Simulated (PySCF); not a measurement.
H2S4.

Computed with PySCF, CAM-B3LYP/def2-SVPD, geometry: GFN2-xTB. No frequency check shows the geometry to be a minimum. GFN2-xTB bond lengths at metals and heavier atoms can be off by up to 0.1 Å and shapes distorted, which carries into these values.

Input script:

```python
import numpy as np
from pyscf import gto, scf, dft, tdscf
from pyscf.scf import atom_ks, atom_hf
from scipy.linalg import block_diag

def solve(mol, dm0=None, hcore=None):
    mf = (dft.UKS if mol.spin else dft.RKS)(mol, xc='camb3lyp')
    mf.grids.level = 3
    mf = mf.density_fit(auxbasis='def2-universal-jkfit')
    mf.conv_tol, mf.max_cycle = 1e-8, 80
    if hcore is not None:
        mf.get_hcore = lambda *args: hcore
    mf.kernel(dm0)
    if not mf.converged:
        mf = mf.newton().run(mf.mo_coeff, mf.mo_occ, max_cycle=30)
    assert mf.converged, 'SCF not converged'
    return mf

mol = gto.M(atom='''
S     -2.16942     0.61002    -0.25026
S     -0.84710    -0.71335     0.58431
S      0.85090    -0.72979    -0.57284
S      2.10545     0.72795     0.14601
H     -1.79155     1.69740     0.43459
H      2.75433    -0.01459     1.04987
''', basis='def2-svpd', charge=0, spin=0, verbose=4)
mf = solve(mol)
td = mf.TDA()
td.nstates, td.singlet, td.conv_tol = 6, True, 1e-5
td.kernel()
td.analyze()
x, y = np.array([p[0] for p in td.xy]), np.array([p[1] + 0 * p[0] for p in td.xy])
f, mu = td.oscillator_strength(), td.transition_dipole()
nto = [td.get_nto(state=i + 1, verbose=4) for i in range(len(td.e))]
# spherically averaged free atoms, for the promolecule
atm = atom_ks.get_atm_nrks(mol, xc='camb3lyp')
pro = block_diag(*[(atm[a[0]][2] * atm[a[0]][3]) @ atm[a[0]][2].T for a in mol._atom])
np.savez('result.npz', e=td.e, f=f, ok=td.converged, w=[n[0] for n in nto], nto=[n[1] for n in nto], x=x, y=y, c=mf.mo_coeff, occ=mf.mo_occ, eps=mf.mo_energy, pro=pro, mu=mu)
```

Command:

```sh
OMP_NUM_THREADS=1 python input.py
```

The run took 110 s on 1 thread of Intel(R) Xeon(R) Platinum 8488C (Sapphire Rapids), with other jobs on the host, peak memory 0.66 GiB.

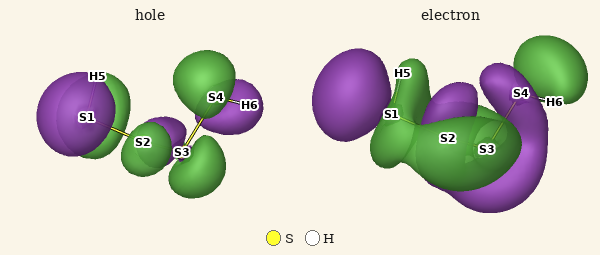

Leading natural transition orbital pair of S₁ (TDA singlet states); the surfaces enclose about 85 % of each orbital's density.

Where does the state lie, and where do hole and electron sit?

Answer. 4.78 eV (259 nm), f = 0.028; the leading pair carries 84 %; hole on S1 (46 %), S4 (22 %) and S3 (17 %), electron on S2 (30 %), S1 (29 %) and S3 (23 %) (shares are of the whole state, not of the leading pair alone); their centroids lie 0.3 Å apart; S₂ lies within 0.1 eV of it. In canonical orbitals it is mainly HOMO → LUMO (74 %). The HOMO–LUMO gap is 8.11 eV.
